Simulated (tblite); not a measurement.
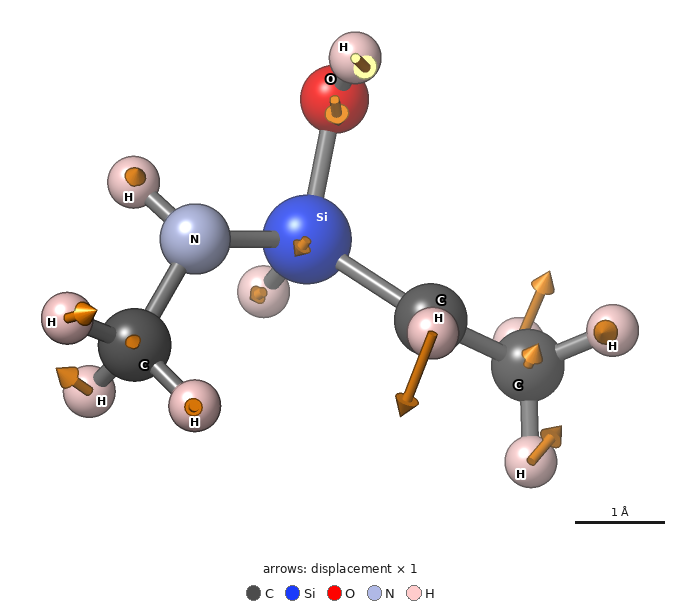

A relaxation of C3H10NOSi (multiplicity 2). The starting structure is drawn; orange arrows show the displacements, at their true length. The two geometries are superimposed by the best rigid fit.

Style: ball-and-stick. Shown at a tilt.

All numbers below come from GFN2-xTB geometry optimisation, gas phase (tblite). 

Question: Atoms of which element are displaced furthest, and by how much?

Answer: Hydrogen: up to 1.14 Å, against 0.52 Å for oxygen.

Question: Describe the change and its energy.

Answer: The largest move after the best rigid fit is that of an H atom, 1.14 Å. Largest moves by element: H 1.14 Å, O 0.52 Å, C 0.38 Å, Si 0.28 Å, N 0.04 Å. Among the contacts that change: C–Si 1.810 → 1.854 Å, N–Si 1.692 → 1.727 Å, H–O 0.975 → 0.953 Å, C–N 1.462 → 1.442 Å. Among the angles between lasting bonds that change: O–Si–H 111.2° → 98.8°, Si–N–H 106.2° → 115.4°, N–Si–H 108.5° → 116.3°. Groups turn about C–Si by about 45°. After 149 geometry steps the energy has fallen by 0.340 eV. Cost: 0.73 s on 1 thread of Arm Neoverse V2, with other jobs on the host.
